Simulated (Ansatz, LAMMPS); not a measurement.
## Squeezing and shearing glassy 57SiO2-36ZnO-7P2O5 (mol %) (128 atoms)

How stiff is glassy 57SiO2-36ZnO-7P2O5 (mol %) (128 atoms), and how do its levels respond to strain?

Method: Kohn-Sham DFT, revPBE, PAW (set soft_2), plane waves, in Ansatz 0.2.0.

**1. Starting point**

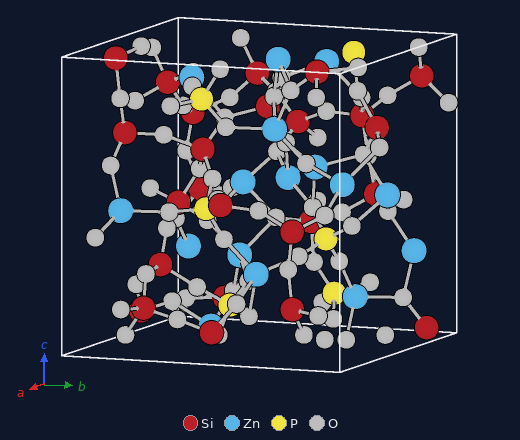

The starting structure, seen slightly off an axis (silicon red, zinc blue, phosphorus yellow, oxygen light grey). Bonds to atoms that aren't drawn are left out.

The cell holds 128 atoms: 25 Si, 16 Zn, 6 P and 81 O. Cell: a = 12.070 Å, b = 12.070 Å, c = 12.070 Å, α = 90.0°, β = 90.0°, γ = 90.0°. 128 atoms (25 Si, 16 Zn, 6 P, 81 O) placed at random at 2.93 g/cm³, melted at 4000 K for 10 ps at fixed volume with the Morse and Coulomb pair potential with partial charges (Pedone, Malavasi, Menziani, Cormack and Segre, J. Phys. Chem. B 110, 11780 (2006)). Quenched from 4000 K to 300 K at 25 K/ps and fixed volume, held 10 ps at zero pressure.

Limits known from the start: The quench rate of 25 K/ps far exceeds what a furnace or splat quench reaches, so expect more defects and frozen-in strain than in a real sample. The starting topology of bonds comes from the classical model, and needn't be the one that DFT or experiment would give. The Brillouin zone is sampled at Γ only.

**2. Single point at the start**

A single point comes first, to see the forces before anything moves.

The input, input.yaml:

```yaml
crystal:
  lattice:
    - [12.06968, 0.0, 0.0]
    - [0.0, 12.06968, 0.0]
    - [0.0, 0.0, 12.06968]
  atoms:
    - { symbol: Si, position: [0.94396, 0.54834, 0.52642] }
    - { symbol: Si, position: [0.45441, 0.19107, 0.45244] }
    - { symbol: Si, position: [0.79898, 0.83368, 0.96949] }
    - { symbol: Si, position: [0.92209, 0.79594, 0.44836] }
    - { symbol: Si, position: [0.18035, 0.78526, 0.47698] }
    - { symbol: Si, position: [0.63432, 0.20199, 0.26824] }
    - { symbol: Si, position: [0.55773, 0.32236, 0.65085] }
    - { symbol: Si, position: [0.69785, 0.10037, 0.71295] }
    - { symbol: Si, position: [0.50209, 0.92524, 0.74958] }
    - { symbol: Si, position: [0.10642, 0.21147, 0.08885] }
    - { symbol: Si, position: [0.102, 0.09529, 0.70161] }
    - { symbol: Si, position: [0.32645, 0.09836, 0.83241] }
    - { symbol: Si, position: [0.51894, 0.08378, 0.09173] }
    - { symbol: Si, position: [0.03225, 0.88849, 0.85883] }
    - { symbol: Si, position: [0.86576, 0.48268, 0.08638] }
    - { symbol: Si, position: [0.4772, 0.52147, 0.79494] }
    - { symbol: Si, position: [0.03106, 0.29687, 0.83487] }
    - { symbol: Si, position: [0.15098, 0.53928, 0.36774] }
    - { symbol: Si, position: [0.20001, 0.97634, 0.04267] }
    - { symbol: Si, position: [0.18267, 0.73712, 0.73726] }
    - { symbol: Si, position: [0.08405, 0.11389, 0.44611] }
    - { symbol: Si, position: [0.13162, 0.485, 0.69629] }
    - { symbol: Si, position: [0.8575, 0.23414, 0.15379] }
    - { symbol: Si, position: [0.92567, 0.79803, 0.18908] }
    - { symbol: Si, position: [0.73235, 0.08214, 0.96587] }
    - { symbol: Zn, position: [0.70289, 0.88432, 0.58269] }
    - { symbol: Zn, position: [0.2627, 0.95746, 0.30765] }
    - { symbol: Zn, position: [0.30452, 0.34821, 0.26513] }
    - { symbol: Zn, position: [0.68215, 0.56629, 0.2623] }
    - { symbol: Zn, position: [0.8278, 0.13992, 0.47094] }
    - { symbol: Zn, position: [0.30664, 0.66192, 0.9304] }
    - { symbol: Zn, position: [0.34704, 0.2633, 0.02745] }
    [... 90 atom lines left out ...]
    - { symbol: O, position: [0.83125, 0.8751, 0.496] }
    - { symbol: O, position: [0.59806, 0.11723, 0.99023] }
    - { symbol: O, position: [0.09692, 0.06868, 0.5712] }
    - { symbol: O, position: [0.5946, 0.77569, 0.04372] }
    - { symbol: O, position: [0.37484, 0.52744, 0.87775] }
    - { symbol: O, position: [0.81669, 0.49262, 0.96277] }
kpoints:
  mp_grid: { grid: [1, 1, 1] }
hamiltonian:
  xc: revpbe
scf:
  occupations: { method: fixed }
output:
  forces: true
```

Command:

```sh
ansatz run input.yaml --threads 4 --pin off --max-ram 8192MiB --backend cpu --events-out ev --progress --plain --runs-dir out
```

Numbers of over 12 decimals in the logs are rounded to 6 here.

What it wrote:

```text
Engine: ansatz 0.2.0, x86_64-unknown-linux-gnu
Pseudopotentials: kind: paw
Pseudopotential: Si, paw, valence charge 4, recommended cutoff 420 eV (normal), Si.paw.azcp
Pseudopotential: Zn, paw, valence charge 12, recommended cutoff 420 eV (normal), Zn.paw.azcp
Pseudopotential: P, paw, valence charge 5, recommended cutoff 420 eV (normal), P.paw.azcp
Pseudopotential: O, paw, valence charge 6, recommended cutoff 420 eV (normal), O.paw.azcp
[... 5 lines on functional and potentials left out ...]
Crystal: 128 atoms, lattice volume = 1758.277 Å³
Basis set: ecut = 420 eV, 34457 PW (Γ), exchange–correlation on 162×162×162 points (8 copies of the dense FFT grid, shifted against one another)
Bands: 532, of which v1, the nominal top of the filled ones, is band 404 counted from 1 (403 counted from 0)
Symmetry: 1 space group operations
Space group: P1 (ITA 1), of the structure as read, at distance tolerance 1.2e-4 Å
k-points: 1
[... 13 lines on functional and potentials left out ...]
Initial density: superposition of atomic densities (neutral atoms: chi_scale 0, normalization atom), corrected by the library's trained network
Initial wavefunctions: pseudopotential atomic-orbital guess
Functional: x = revpbe(κ = 1.245, μ = 0.219515), c = pbe(β = 0.066725)
SCF iter   1: F=—  HF=-119809.358386 eV  |F-HF|=—  |Δ(HF+E_count)|=         —  Δρ=4.20e-3  dr2=3.26e-1  ethr=1.77e-3  ⟨swp⟩=5.0  Hψ=1826  notcnv=0  defer=122
preconditioner: auto → Resta (q_TF=auto, 2.397 Å⁻¹)  ε∞=3.6  [insulator: Δε(μ)=2.742 eV  Ē_g=15.492 eV  n_scr=436 (ndim 8)  ℏωp=25.2 eV  f_vac=0.183  ε∞_Penn≈3.6]
SCF iter   2: F=—  HF=-119809.304384 eV  |F-HF|=—  |Δ(HF+E_count)|=   5.40e-2  Δρ=1.95e-3  dr2=6.66e-2  ethr=4.04e-5  ⟨swp⟩=3.0  Hψ=903  notcnv=0  defer=126
SCF iter   3: F=—  HF=-119809.305805 eV  |F-HF|=—  |Δ(HF+E_count)|=   1.42e-3  Δρ=1.01e-3  dr2=2.27e-2  ethr=8.24e-6  ⟨swp⟩=3.0  Hψ=740  notcnv=0  defer=125
automatic band count: iteration 3 solves 531 bands in place of 532: the levels show a gap, and the empty bands left out lie too high to hold charge; the band table lists the bands solved (type scf.n_extra_bands for more)
SCF iter   4: F=—  HF=-119809.305543 eV  |F-HF|=—  |Δ(HF+E_count)|=   2.62e-4  Δρ=4.47e-4  dr2=3.29e-3  ethr=2.81e-6  ⟨swp⟩=3.0  Hψ=767  notcnv=0  defer=125
SCF iter   5: F=—  HF=-119809.305313 eV  |F-HF|=—  |Δ(HF+E_count)|=   2.30e-4  Δρ=1.67e-4  dr2=6.18e-4  ethr=4.08e-7  ⟨swp⟩=3.0  Hψ=760  notcnv=0  defer=125
SCF iter   6: F=—  HF=-119809.305773 eV  |F-HF|=—  |Δ(HF+E_count)|=   4.59e-4  Δρ=7.30e-5  dr2=8.74e-5  ethr=7.65e-8  ⟨swp⟩=3.0  Hψ=789  notcnv=0  defer=122
SCF iter   7: F=—  HF=-119809.310312 eV  |F-HF|=—  |Δ(HF+E_count)|=   4.54e-3  Δρ=3.21e-5  dr2=1.55e-5  ethr=1.08e-8  ⟨swp⟩=2.0  Hψ=935  notcnv=0  defer=121
SCF iter   8: F=—  HF=-119809.310318 eV  |F-HF|=—  |Δ(HF+E_count)|=   5.82e-6  Δρ=1.28e-5  dr2=2.83e-6  ethr=1.92e-9  ⟨swp⟩=3.0  Hψ=808  notcnv=0  defer=120
SCF iter   9: F=—  HF=-119809.310321 eV  |F-HF|=—  |Δ(HF+E_count)|=   3.01e-6  Δρ=8.15e-6  dr2=9.74e-7  ethr=3.50e-10  ⟨swp⟩=3.0  Hψ=852  notcnv=0  defer=120
SCF iter  10: F=-119809.310321 eV  HF=-119809.310321 eV  |F-HF|=6.09e-8  |Δ(HF+E_count)|=   2.81e-7  Δρ=1.91e-6  dr2=7.03e-8  ethr=1.24e-11  ⟨swp⟩=4.0  Hψ=2011  notcnv=0
SCF 1 converged in 10 iterations: F = -119809.310321 eV  dr2 = 7.03e-8
  greatest PAW one-centre occupation: 0.993 electrons in one spin orbital (limit 2), on the Zn atom at site 37 (counted from 0), in its partial waves of l = 2
SCF converged after 10 iterations
Free energy (F): -119809.310321 eV
Harris-Foulkes:  -119809.310321 eV  (|F-HF|=6.09e-8)
Internal energy: -119809.310321 eV  (E = F + TS)
E sigma→0 (E₀):  -119809.310321 eV
Fermi energy:    3.895522 eV
--- Per-component energies (eV) ---
  E_band       = -2839.084701
  E_kinetic    = 18148.721102
  E_local      = -81059.568540  (includes V_loc(G=0)·N_el)
  E_nonlocal   = 14558.382128
  E_hartree    = 32552.094036
  E_xc         = -9981.158473
  E_vxc        = -10035.587037  (∫ρ·V_xc dr)
  E_paw        = -58662.723871  (= ΣΔE_a)
  E_vpaw       = -9555.410997  (= ΣTr[D̂ρ^β])
  E_aug_tail   = 0.199390  (compensation charges beyond the density's cutoff)
  E_ewald      = -35362.477548
  E_core_change = -2.778546  (= ΣΔE_core)
  E_smearing   = -0.000000  (= −TS)
  E_closure    = 0.000000  (closes the sum)
  Σ components = -119809.310321   (vs F -119809.310321, Δ=0.00e0)
--- Forces (eV/Å), atoms counted from 1 ---
  atom   1  Si     2.72294556    -0.48510619    -2.06765831
  atom   2  Si    -0.32570093     4.02415839     0.16614074
  atom   3  Si     1.50705917     1.67109929    -0.29163512
  atom   4  Si     1.82409560    -0.13704996    -0.98665801
  atom   5  Si    -2.90508066    -2.04658020    -0.80517148
  atom   6  Si    -0.48827507     2.32482837    -2.61398316
  atom   7  Si     1.47309632    -3.44981986    -3.68841670
  atom   8  Si    -0.59925844    -0.51367239    -0.65451262
  atom   9  Si     1.27265580     0.00115131     1.91001887
  atom  10  Si    -1.84105743     2.40331828    -3.55709737
  atom  11  Si     0.76378875    -2.10085396     1.22391181
  atom  12  Si    -1.34947645    -4.36344255     0.36672013
  atom  13  Si    -2.13576118    -1.46361736    -1.39608903
  atom  14  Si     0.95298114     1.72460564     0.43341522
[...]
atom 127  O     -0.54887334    -0.68002591     0.39362610
  atom 128  O     -0.03213474     1.00718323     0.07350696
  max |Σ_I F_I| component: 5.22e-5 eV/Å
```

It took 12 s on 4 threads of Intel Xeon 6975P-C (Granite Rapids), shared host; peak memory 2.5 GiB; 46 s of CPU time.

Reading the cycles: dr2 is the Hartree energy of the density residual (eV), the measure of convergence; HF is the Harris–Foulkes estimate of the energy, which meets the free energy F at convergence.

The r.m.s. force at the start is 1.4 eV/Å.

**3. Cell and atoms relaxed**

Cell and atoms are freed together, to release stress as well as forces.

The input, input.yaml:

```yaml
crystal:
  lattice:
    - [12.06968, 0.0, 0.0]
    - [0.0, 12.06968, 0.0]
    - [0.0, 0.0, 12.06968]
  atoms:
    [... the 128 atom lines of step 2 ...]
kpoints:
  mp_grid: { grid: [1, 1, 1] }
hamiltonian:
  xc: revpbe
scf:
  occupations: { method: fixed }
output:
  forces: true
relax:
  f_tol: 0.05
  max_steps: 150
  cell: {}
```

What it wrote:

```text
[...]
Crystal: 128 atoms, lattice volume = 1758.277 Å³
Basis set: ecut = 420 eV, 34457 PW (Γ), exchange–correlation on 162×162×162 points (8 copies of the dense FFT grid, shifted against one another)
Bands: 532, of which v1, the nominal top of the filled ones, is band 404 counted from 1 (403 counted from 0)
Symmetry: 1 space group operations
[...]
k-points: 1
[...]
SCF iter   1: F=—  HF=-119809.358388 eV  |F-HF|=—  |Δ(HF+E_count)|=         —  Δρ=4.20e-3  dr2=3.26e-1  ethr=1.77e-3  ⟨swp⟩=5.0  Hψ=1826  notcnv=0  defer=122
[...]
SCF iter  10: F=-119809.310321 eV  HF=-119809.310321 eV  |F-HF|=6.08e-8  |Δ(HF+E_count)|=   2.80e-7  Δρ=1.91e-6  dr2=7.03e-8  ethr=1.24e-11  ⟨swp⟩=4.0  Hψ=2011  notcnv=0
SCF 1 converged in 10 iterations: F = -119809.310321 eV  dr2 = 7.03e-8
[...]
relax step   1: F+E_penalty+E_count = -119809.31032098 eV  Δ(F+E_penalty+E_count) = +0.000e0 eV  max|allowed force component| = 4.594e0 eV/Å  Δτ_max = 0.0000 Å  P = +6.782 GPa  Ω = 1758.277 Å³  (10 SCF iters, dr2 threshold 1.00e-7 eV, accepted)
[... from here on, the SCF cycles and remarks between the steps are left out ...]
relax step   2: F+E_penalty+E_count = -119814.66922152 eV  Δ(F+E_penalty+E_count) = -5.359e0 eV  max|allowed force component| = 2.914e0 eV/Å  Δτ_max = 0.1907 Å  P = +3.154 GPa  Ω = 1792.529 Å³  energy of the carried Pulay correction = -1.079e-1 eV  (8 SCF iters, dr2 threshold 1.28e-5 eV, accepted)
relax step   3: F+E_penalty+E_count = -119818.34907986 eV  Δ(F+E_penalty+E_count) = -3.680e0 eV  max|allowed force component| = 7.374e-1 eV/Å  Δτ_max = 0.1981 Å  P = +0.208 GPa  Ω = 1811.945 Å³  energy of the carried Pulay correction = -1.681e-1 eV  (9 SCF iters, dr2 threshold 1.28e-5 eV, accepted)
relax step   4: F+E_penalty+E_count = -119819.14025217 eV  Δ(F+E_penalty+E_count) = -7.912e-1 eV  max|allowed force component| = 5.521e-1 eV/Å  Δτ_max = 0.2000 Å  P = +0.110 GPa  Ω = 1807.184 Å³  energy of the carried Pulay correction = -1.534e-1 eV  (8 SCF iters, dr2 threshold 1.28e-5 eV, accepted)
relax step   5: F+E_penalty+E_count = -119819.41122856 eV  Δ(F+E_penalty+E_count) = -2.710e-1 eV  max|allowed force component| = 4.438e-1 eV/Å  Δτ_max = 0.1181 Å  P = -0.468 GPa  Ω = 1814.586 Å³  energy of the carried Pulay correction = -1.763e-1 eV  (8 SCF iters, dr2 threshold 1.28e-5 eV, accepted)
relax step   6: F+E_penalty+E_count = -119819.66936326 eV  Δ(F+E_penalty+E_count) = -2.581e-1 eV  max|allowed force component| = 4.931e-1 eV/Å  Δτ_max = 0.2000 Å  P = +0.049 GPa  Ω = 1810.595 Å³  energy of the carried Pulay correction = -1.640e-1 eV  (8 SCF iters, dr2 threshold 1.23e-5 eV, accepted)
relax step   7: F+E_penalty+E_count = -119819.75930182 eV  Δ(F+E_penalty+E_count) = -8.994e-2 eV  max|allowed force component| = 3.007e-1 eV/Å  Δτ_max = 0.0449 Å  P = +0.054 GPa  Ω = 1813.890 Å³  energy of the carried Pulay correction = -1.741e-1 eV  (7 SCF iters, dr2 threshold 1.28e-5 eV, accepted)
relax step   8: F+E_penalty+E_count = -119819.90643097 eV  Δ(F+E_penalty+E_count) = -1.471e-1 eV  max|allowed force component| = 2.122e-1 eV/Å  Δτ_max = 0.2000 Å  P = -0.088 GPa  Ω = 1818.580 Å³  energy of the carried Pulay correction = -1.886e-1 eV  (8 SCF iters, dr2 threshold 5.65e-6 eV, accepted)
relax step   9: F+E_penalty+E_count = -119819.95738232 eV  Δ(F+E_penalty+E_count) = -5.095e-2 eV  max|allowed force component| = 1.393e-1 eV/Å  Δτ_max = 0.0786 Å  P = -0.072 GPa  Ω = 1816.987 Å³  energy of the carried Pulay correction = -1.837e-1 eV  (8 SCF iters, dr2 threshold 2.81e-6 eV, accepted)
relax step  10: F+E_penalty+E_count = -119819.97365976 eV  Δ(F+E_penalty+E_count) = -1.628e-2 eV  max|allowed force component| = 4.620e-1 eV/Å  Δτ_max = 0.2000 Å  P = +0.070 GPa  Ω = 1815.850 Å³  energy of the carried Pulay correction = -1.802e-1 eV  (9 SCF iters, dr2 threshold 1.21e-6 eV, accepted)
relax step  11: F+E_penalty+E_count = -119819.98181066 eV  Δ(F+E_penalty+E_count) = -8.151e-3 eV  max|allowed force component| = 1.818e-1 eV/Å  Δτ_max = 0.2000 Å  P = -0.031 GPa  Ω = 1817.121 Å³  energy of the carried Pulay correction = -1.841e-1 eV  (8 SCF iters, dr2 threshold 1.28e-5 eV, accepted)
relax step  12: F+E_penalty+E_count = -119820.02657275 eV  Δ(F+E_penalty+E_count) = -4.476e-2 eV  max|allowed force component| = 1.117e-1 eV/Å  Δτ_max = 0.1941 Å  P = +0.000 GPa  Ω = 1817.779 Å³  energy of the carried Pulay correction = -1.861e-1 eV  (9 SCF iters, dr2 threshold 2.07e-6 eV, accepted)
relax step  13: F+E_penalty+E_count = -119820.05825741 eV  Δ(F+E_penalty+E_count) = -3.168e-2 eV  max|allowed force component| = 1.500e-1 eV/Å  Δτ_max = 0.2000 Å  P = +0.024 GPa  Ω = 1815.871 Å³  energy of the carried Pulay correction = -1.802e-1 eV  (9 SCF iters, dr2 threshold 7.80e-7 eV, accepted)
relax step  14: F+E_penalty+E_count = -119820.07427820 eV  Δ(F+E_penalty+E_count) = -1.602e-2 eV  max|allowed force component| = 2.450e-1 eV/Å  Δτ_max = 0.1302 Å  P = -0.136 GPa  Ω = 1816.554 Å³  energy of the carried Pulay correction = -1.823e-1 eV  (8 SCF iters, dr2 threshold 1.41e-6 eV, accepted)
[...]
relax step  24: F+E_penalty+E_count = -119820.24905413 eV  Δ(F+E_penalty+E_count) = -2.904e-2 eV  max|allowed force component| = 1.283e-1 eV/Å  Δτ_max = 0.0951 Å  P = +0.019 GPa  Ω = 1803.675 Å³  energy of the carried Pulay correction = -1.426e-1 eV  (12 SCF iters, accepted)
relax step  25: F+E_penalty+E_count = -119820.26183708 eV  Δ(F+E_penalty+E_count) = -1.278e-2 eV  max|allowed force component| = 1.323e-1 eV/Å  Δτ_max = 0.0955 Å  P = +0.036 GPa  Ω = 1802.769 Å³  energy of the carried Pulay correction = -1.397e-1 eV  (8 SCF iters, dr2 threshold 1.03e-6 eV, accepted)
relax step  26: F+E_penalty+E_count = -119820.24591870 eV  Δ(F+E_penalty+E_count) = +1.592e-2 eV  max|allowed force component| = 2.254e-1 eV/Å  Δτ_max = 0.1500 Å  P = +0.005 GPa  Ω = 1801.738 Å³  energy of the carried Pulay correction = -1.365e-1 eV  (9 SCF iters, dr2 threshold 1.09e-6 eV, rejected (line search))
relax step  27: F+E_penalty+E_count = -119820.27147114 eV  Δ(F+E_penalty+E_count) = -9.634e-3 eV  max|allowed force component| = 7.911e-2 eV/Å  Δτ_max = 0.0729 Å  P = -0.007 GPa  Ω = 1803.782 Å³  energy of the carried Pulay correction = -1.429e-1 eV  (13 SCF iters, accepted)
relax step  28: F+E_penalty+E_count = -119820.27626742 eV  Δ(F+E_penalty+E_count) = -4.796e-3 eV  max|allowed force component| = 1.053e-1 eV/Å  Δτ_max = 0.0750 Å  P = +0.001 GPa  Ω = 1803.109 Å³  energy of the carried Pulay correction = -1.408e-1 eV  (8 SCF iters, dr2 threshold 3.91e-7 eV, accepted)
relax step  29: F+E_penalty+E_count = -119820.27979451 eV  Δ(F+E_penalty+E_count) = -3.527e-3 eV  max|allowed force component| = 6.361e-2 eV/Å  Δτ_max = 0.0141 Å  P = +0.015 GPa  Ω = 1802.973 Å³  energy of the carried Pulay correction = -1.404e-1 eV  (7 SCF iters, dr2 threshold 6.93e-7 eV, accepted)
relax step  30: F+E_penalty+E_count = -119820.27884432 eV  Δ(F+E_penalty+E_count) = +9.502e-4 eV  max|allowed force component| = 5.237e-2 eV/Å  Δτ_max = 0.0238 Å  P = -0.004 GPa  Ω = 1803.487 Å³  energy of the carried Pulay correction = -1.420e-1 eV  (8 SCF iters, dr2 threshold 2.53e-7 eV, accepted)
relax step  31: F+E_penalty+E_count = -119820.27973233 eV  Δ(F+E_penalty+E_count) = -8.880e-4 eV  max|allowed force component| = 1.679e-2 eV/Å  Δτ_max = 0.0129 Å  P = -0.005 GPa  Ω = 1803.628 Å³  energy of the carried Pulay correction = -1.424e-1 eV  (7 SCF iters, dr2 threshold 1.71e-7 eV, accepted)
relax step  32: F+E_penalty+E_count = -119820.49955944 eV  Δ(F+E_penalty+E_count) = -2.198e-1 eV  max|allowed force component| = 1.638e-2 eV/Å  Δτ_max = 0.0000 Å  P = +0.212 GPa  Ω = 1803.628 Å³  stress off target by 4.89e-1 GPa  SCF on the basis re-selected at this cell (its energy is not comparable with the rows above)  (9 SCF iters)
relax step  33: F+E_penalty+E_count = -119820.48377770 eV  Δ(F+E_penalty+E_count) = +1.578e-2 eV  max|allowed force component| = 5.771e-2 eV/Å  Δτ_max = 0.0180 Å  P = -0.119 GPa  Ω = 1811.404 Å³  energy of the carried Pulay correction = -2.553e-2 eV  (8 SCF iters, dr2 threshold 5.97e-7 eV, accepted)
relax step  34: F+E_penalty+E_count = -119820.41557151 eV  Δ(F+E_penalty+E_count) = +6.821e-2 eV  max|allowed force component| = 3.105e-1 eV/Å  Δτ_max = 0.1773 Å  P = -0.044 GPa  Ω = 1814.881 Å³  energy of the carried Pulay correction = -3.721e-2 eV  (10 SCF iters, dr2 threshold 2.08e-7 eV, rejected (line search))
relax step  35: F+E_penalty+E_count = -119820.49258994 eV  Δ(F+E_penalty+E_count) = -8.812e-3 eV  max|allowed force component| = 2.703e-2 eV/Å  Δτ_max = 0.0203 Å  P = -0.001 GPa  Ω = 1810.121 Å³  energy of the carried Pulay correction = -2.127e-2 eV  (13 SCF iters, accepted)
relax step  36: F+E_penalty+E_count = -119820.51506733 eV  Δ(F+E_penalty+E_count) = -2.248e-2 eV  max|allowed force component| = 2.719e-2 eV/Å  Δτ_max = 0.0000 Å  P = +0.005 GPa  Ω = 1810.121 Å³  stress off target by 3.05e-2 GPa  SCF on the basis re-selected at this cell (its energy is not comparable with the rows above)  (7 SCF iters)
[...]
SCF converged after 7 iterations
Free energy (F): -119820.515067 eV
[...]
Internal energy: -119820.515067 eV  (E = F + TS)
E sigma→0 (E₀):  -119820.515067 eV
Fermi energy:    3.206523 eV
[...]
--- Forces (eV/Å), atoms counted from 1 ---
  atom   1  Si    -0.00267312     0.01048720    -0.00166783
  atom   2  Si    -0.00792471    -0.00486312     0.00309382
  atom   3  Si    -0.00190268    -0.00396625    -0.00426456
  atom   4  Si     0.01022304    -0.00714788    -0.00385328
  atom   5  Si     0.00307259    -0.00406858    -0.00108106
  atom   6  Si     0.00475700    -0.00113727     0.00181772
  atom   7  Si     0.00102393    -0.00218559     0.00495800
  atom   8  Si     0.00048552     0.00874025     0.00454799
  atom   9  Si    -0.00262600     0.01213898     0.00151344
  atom  10  Si     0.00145739     0.00191232     0.00287006
  atom  11  Si    -0.00526185    -0.00248622     0.00257567
  atom  12  Si    -0.00509957     0.00250090     0.00554192
  atom  13  Si    -0.00007641    -0.00055025    -0.00320367
  atom  14  Si    -0.01073923     0.00581318     0.00751696
[...]
atom 127  O      0.00471596    -0.00174631    -0.00183182
  atom 128  O     -0.00415505    -0.00077651     0.00240642
  max |Σ_I F_I| component: 5.83e-5 eV/Å
--- Stress (GPa, compression-positive) ---
        0.022535      -0.015608      -0.001189
       -0.015608      -0.000473       0.000094
       -0.001187       0.000093      -0.005824
  P = ⅓ Tr σ = 0.0054 GPa (0.054 kbar)
--- Relaxed structure (34 steps of the walk, 30 accepted, 2 SCFs on fresh bases) ---
  F+E_penalty+E_count = -119820.51506733 eV   max|allowed force component| = 2.719e-2 eV/Å   (the final SCF, on the basis selected at the relaxed cell)
  cell:  # Å, volume = 1810.1215 Å³
    - [12.391770, -0.310842, 0.044116]
    - [-0.310842, 12.098460, -0.00438537]
    - [0.044116, -0.00438537, 12.081753]
  atoms:
    - { symbol: Si, position: [0.950727, 0.532705, 0.518363] }
    - { symbol: Si, position: [0.450068, 0.195391, 0.424567] }
    - { symbol: Si, position: [0.796580, 0.833074, 0.980970] }
    - { symbol: Si, position: [0.933647, 0.778633, 0.442286] }
[...]
- { symbol: O, position: [0.839425, 0.511175, 0.967113] }
```

Wall time 6.5 min (4 threads); peak memory 2.7 GiB.

The relaxation converged after 34 steps, with a largest force component of 0.027 eV/Å.

[end of part 1 of 4]

[Logs are printed without paths, hosts, clocks, repeated set-up lines and the standing remarks that a program may print on its own settings, such as how far it seeks lower states.]

[Hosts, paths, dates, database ids (printed as entryN), source tags and the programs' standing remarks are cut or masked in the printed files.]
